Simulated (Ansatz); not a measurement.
# HfH2: one crystal by all-electron and frozen-core methods, part 2 of 2

The same cell of HfH2 is computed with all-electron LAPW, PAW on the default files and all-electron PAW on datasets made for the crystal, to set the results side by side.

Ansatz 0.2.0; DFT LDA; a Materials Project cell. «Crystal datasets» are all-electron PAW datasets made for this crystal.

## (4) All-electron PAW on datasets made for the crystal

File input.yaml:

```yaml
crystal:
  lattice:
    - [-1.7307056792, 1.7307056792, 2.1447997069]
    - [1.7307056792, -1.7307056792, 2.1447997069]
    - [1.7307056792, 1.7307056792, -2.1447997069]
  atoms:
    - { symbol: Hf, position: [0.0, 0.0, 0.0] }
    - { symbol: H, position: [0.25, 0.75, 0.5] }
    - { symbol: H, position: [0.75, 0.25, 0.5] }
kpoints:
  mp_grid: { grid: [15, 15, 15] }
  band_path:
    path:
      - [0.0, 0.0, 0.0]
      - [0.0, 0.0, 0.5]
      - [0.25, 0.25, 0.25]
      - [0.0, 0.5, 0.0]
      - [0.0, 0.0, 0.0]
      - [0.5, 0.5, -0.5]
      - [0.4127844674, 0.5872155326, -0.4127844674]
      - [-0.4127844674, 0.4127844674, 0.4127844674]
      - [0.0, 0.0, 0.0]
    npoints: 8
scf:
  occupations: { method: fermi_dirac, width: 0.03 }
hamiltonian:
  xc: lda
  pseudopotentials: { kind: all_electron, datasets: crystal }
output:
  forces: true
  stress: true
  eigenvalues: true
  efg: { contact_densities: true }
```

Output:

```text
hamiltonian.pseudopotentials.datasets: crystal makes datasets for this crystal and solves the spheres of its atoms anew in each pass: cutoff 420.0 eV, the density's 1680.0 eV; for an error of 0.50 meV an atom under PBE, 1.5 meV for the cell; an energy difference from a run of another recipe may be off by several times the error for the cell, under r2SCAN by more, where some 0.1 meV an atom stays at smaller errors; H in spheres of 0.656 Å, 1 of its electrons in bands; Hf in spheres of 1.376 Å, 26 of its electrons in bands
band count auto-derived: 20 (N_el = 28.0; filled up to band 14; 18 by the electrons, moments and atoms)
Hf: output.efg is read without spin–orbit coupling, which moves field gradients at and beside such atoms by some per cent and up to a factor of two; PAW files take it under magnetization.noncollinear and magnetization.spin_orbit
Engine: ansatz 0.2.0
Pseudopotentials: kind: all_electron
Pseudopotential: Hf, paw, valence charge 26, recommended cutoff 420 eV (normal), Koelling and Harmon's equation, gaussian nucleus
Pseudopotential: H, paw, valence charge 1, recommended cutoff 420 eV (normal), Koelling and Harmon's equation, gaussian nucleus
Functional definition: SPW92
  exchange = slater_x
  correlation = pw_c
Crystal: 3 atoms, lattice volume = 25.698 Å³
Basis set: ecut = 420 eV, 519 PW (Γ)
Bands: 20, of which v1, the nominal top of the filled ones, is band 14 counted from 1 (13 counted from 0)
Symmetry: 16 space group operations
Space group: I4/mmm (ITA 139), of the structure as read, at distance tolerance 3.0e-5 Å
k-points: 288 of 3375
Non-local potential: Hf, projectors of the file, l = 0: 2, l = 1: 2, l = 2: 2, l = 3: 2
Non-local potential: H, projectors of the file, l = 0: 1, l = 1: 1
PAW form: soft (Blöchl's): semilocal exchange-correlation on the pseudo side does not see the compensation charge
PAW one-centre angular grid: Hf, 590 points (default); XC on its mesh's 1825 points in the sphere
PAW one-centre angular grid: H, 110 points (default); XC on its mesh's 2019 points in the sphere
Initial density: superposition of atomic densities (neutral atoms: chi_scale 0, normalization atom)
Initial wavefunctions: pseudopotential atomic-orbital guess
Functional: x = slater, c = lda
iter 1 solved again at ethr=4.79e-3 eV; its pass at ethr=1.00e-1 eV (dr2=1.34e0 eV) is discarded
SCF iter   1: F=—  HF=-410039.468313 eV  |F-HF|=—  |Δ(HF+E_count)|=         —  Δρ=7.58e-2  dr2=1.37e0  ethr=4.79e-3  ⟨swp⟩=2.0  Hψ=28778  notcnv=0
preconditioner: auto → Kerker (q_TF=auto, 2.768 Å⁻¹)  [metal: Δε(μ)=0.006 eV  Ē_g=19.959 eV  σ=0.030 eV  W_gap=0.05  n_scr=12 (ndim 8)  ℏωp=37.4 eV  f_vac=0.000  D(μ)=0.46/eV (n_scr^D=0)]
SCF iter   2: F=—  HF=-410039.122552 eV  |F-HF|=—  |Δ(HF+E_count)|=   3.46e-1  Δρ=4.47e-2  dr2=5.18e-1  ethr=4.79e-3  ⟨swp⟩=2.1  Hψ=11539  notcnv=0
iter 3 solved again at ethr=3.61e-5 eV; its pass at ethr=1.85e-3 eV (dr2=1.01e-2 eV) is discarded
SCF iter   3: F=—  HF=-410038.919945 eV  |F-HF|=—  |Δ(HF+E_count)|=   2.03e-1  Δρ=7.38e-3  dr2=1.01e-2  ethr=3.61e-5  ⟨swp⟩=2.0  Hψ=26666  notcnv=0  defer=2
SCF iter   4: F=—  HF=-410038.931269 eV  |F-HF|=—  |Δ(HF+E_count)|=   1.13e-2  Δρ=1.86e-3  dr2=7.48e-4  ethr=3.60e-5  ⟨swp⟩=3.1  Hψ=12611  notcnv=0  defer=8
SCF iter   5: F=—  HF=-410038.928101 eV  |F-HF|=—  |Δ(HF+E_count)|=   3.17e-3  Δρ=1.56e-3  dr2=5.57e-4  ethr=2.67e-6  ⟨swp⟩=3.0  Hψ=15371  notcnv=0  defer=4
SCF iter   6: F=—  HF=-410038.928883 eV  |F-HF|=—  |Δ(HF+E_count)|=   7.83e-4  Δρ=3.87e-4  dr2=4.77e-5  ethr=1.99e-6  ⟨swp⟩=2.7  Hψ=12656  notcnv=0  defer=1
SCF iter   7: F=—  HF=-410038.928890 eV  |F-HF|=—  |Δ(HF+E_count)|=   6.33e-6  Δρ=1.78e-4  dr2=1.10e-5  ethr=1.70e-7  ⟨swp⟩=3.0  Hψ=10583  notcnv=0  defer=1
SCF iter   8: F=—  HF=-410038.928887 eV  |F-HF|=—  |Δ(HF+E_count)|=   3.11e-6  Δρ=4.12e-5  dr2=4.16e-7  ethr=3.94e-8  ⟨swp⟩=3.0  Hψ=13266  notcnv=0  defer=1
SCF iter   9: F=-410038.928886 eV  HF=-410038.928886 eV  |F-HF|=1.94e-8  |Δ(HF+E_count)|=   1.45e-7  Δρ=1.05e-5  dr2=3.71e-8  ethr=1.49e-9  ⟨swp⟩=3.0  Hψ=12841  notcnv=0  defer=1
SCF 1 converged in 9 iterations: F = -410038.928886 eV  dr2 = 3.71e-8
  Residual-converged pass: ⟨swp⟩=3.0  Hψ=8509  notcnv=0  max |occ|·‖R‖ = 6.4e-6 eV (tolerance 6.5e-6 eV)  dr2=3.73e-8  dr2_onsite=6.68e-8  max |Δocc| = 9.3e-10
NSCF: frozen V_eff on 65 k-points
SCF converged after 9 iterations
Free energy (F): -410038.928886 eV
Harris-Foulkes:  -410038.928886 eV  (|F-HF|=1.94e-8)
Internal energy: -410038.927319 eV  (E = F + TS)
E sigma→0 (E₀):  -410038.928103 eV
Entropy (-TS):   -0.001567 eV (-0.522 meV/atom)
Past the cutoff: the bands carry plane waves up to 1.75 times it, of which those up to 1.5 times it add -0.000156 eV an atom, each by itself; the spheres take 0.000161 eV an atom off the energy for waves past 1.75 times it
By the cutoff:   a pressure is off by up to 0.008 GPa (1.2 times the spheres' own share and the shells' term, over an atom's volume, and 0.004 GPa: a bound that held against runs at twice the plane waves)
Past the cutoffs: a stress includes 0.0023 GPa for waves and charges beyond them, in addition to the slope of what the spheres take
In the spheres:  the bands' charges fall short by 4.2e-6 e at most (sound up to 1e-3)
Fermi energy:    18.745549 eV
--- Per-component energies (eV) ---
  The terms above E_closure are by the made datasets' own strengths, without shells solved beside the bands.
--- Forces (eV/Å), atoms counted from 1 ---
  atom   1  Hf    -0.00000000     0.00000000     0.00000000
  atom   2  H     -0.00000000    -0.00000000     0.00000000
  atom   3  H      0.00000000     0.00000000    -0.00000000
  max |Σ_I F_I| component: 3.33e-31 eV/Å
--- Stress (GPa, compression-positive) ---
       -4.701063      -0.000000      -0.000000
       -0.000000      -4.701063      -0.000000
       -0.000000      -0.000000      -5.325121
  P = ⅓ Tr σ = -4.9091 GPa (-49.091 kbar)
--- PAW observables at the nuclei: V_zz in 10²¹ V/m², potentials from the cell's mean, atoms counted from 1 ---
  atom   1  Hf V_zz =    -3.793767   η = 0.0000   by run symmetry: allowed
            electrostatic potential = -14176.136231 V   contact ρ = 7496464.942152 e/Å³
  atom   2  H  V_zz =    -0.016802   η = 0.0000   by run symmetry: allowed
            electrostatic potential = -51.280720 V   contact ρ = 2.850616 e/Å³
  atom   3  H  V_zz =    -0.016802   η = 0.0000   by run symmetry: allowed
            electrostatic potential = -51.280720 V   contact ρ = 2.850616 e/Å³
--- Band table (eV; the first three rows and the last of 288) ---
  k-point 0: bands = ["-43.6253", "-12.1030", "-12.1030", "-12.0442", "6.2649", "6.3769", "6.3769", "6.3880", "6.4120", "6.4120", "6.4432", "7.4064", "17.7835", "18.2151", "18.2151", "19.0755", "20.5130", "21.9571"]
  k-point 1: bands = ["-43.6233", "-12.1321", "-12.1076", "-12.0544", "6.2691", "6.3757", "6.3781", "6.3886", "6.4100", "6.4105", "6.4410", "7.5662", "16.5691", "18.3515", "19.1481", "19.5954", "20.3560", "21.8380"]
  k-point 2: bands = ["-43.6178", "-12.2131", "-12.1206", "-12.0831", "6.2813", "6.3740", "6.3816", "6.3900", "6.4046", "6.4062", "6.4351", "8.0319", "15.3410", "18.7566", "19.3686", "19.7289", "21.3143", "21.7889"]
  k-point 287: bands = ["-43.5632", "-12.6236", "-12.4039", "-12.3927", "6.3637", "6.3714", "6.3717", "6.3733", "6.3961", "6.4189", "6.4202", "10.9551", "14.6258", "14.9359", "22.8422", "23.4168", "23.6525", "23.9670"]
```

Run time: 84 s. Hardware: 1 thread, shared host.

Result: pressure -4.91 GPa; no gap; Vzz Hf1 -3.79 (η = 0.00), H2 -0.02 (η = 0.00) (10²¹ V/m²).

```csv
atom,contact density (e/Å³)
Hf1,7496465
H2,2.850616
```

## (5) Side by side

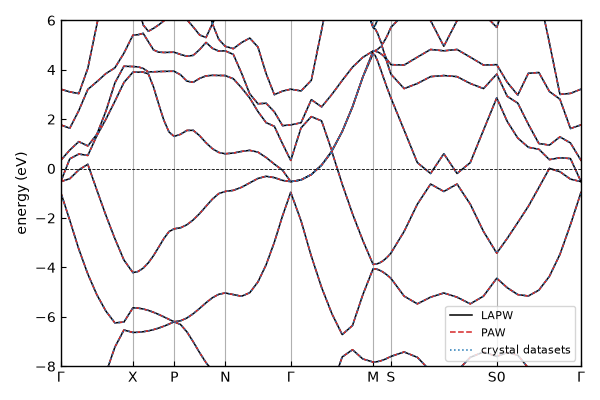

Bands of 3 runs (LAPW; PAW; crystal datasets) drawn together, counted from each run's Fermi level.

| method | pressure (GPa) | Vzz Hf1 (10²¹ V/m²) | Vzz H2 (10²¹ V/m²) | SCF cycles, all passes |
| --- | --- | --- | --- | --- |
| LAPW | -4.91 | – | – | 9 |
| PAW | -4.94 | -3.55 | -0.02 | 7 |
| crystal datasets | -4.91 | -3.79 | -0.02 | 9 |

## (6) Results

This closing draws on all 2 parts.

```
           quantity                                              value
           pressure  LAPW -4.91, PAW -4.94, crystal datasets -4.91 GPa
         gap (LAPW)                                               none
Bader charges (PAW)                              Hf1 +1.40, H2 -0.70 e
```

The pressure of -4.9 GPa pushes the cell to shrink, with the atoms held in place. There is no gap at this level; the crystal is a metal here. Hf 5d carries the largest share, 98 %, of the projected states within 0.3 eV of the Fermi level. The projection holds only the free atom's occupied shells (Hf 6s, Hf 5p, Hf 5d, H 1s in this range). The field gradient at Hf1, the largest by crystal datasets, is -3.55 by PAW and -3.79 by crystal datasets (10²¹ V/m²); frozen cores can miss part of the core's response. Spin–orbit coupling is left out, which moves gradients at and beside heavy atoms by some per cent and at worst by a factor of two. PAW lies -0.03 GPa from LAPW in pressure. The price, with the outputs that each input asks for: 2.3 min for LAPW against 41 s for PAW, about 3 to one. Spin-orbit coupling is left out, though the cell holds Hf; in elements this heavy it can shift bands and gaps by tenths of an eV.
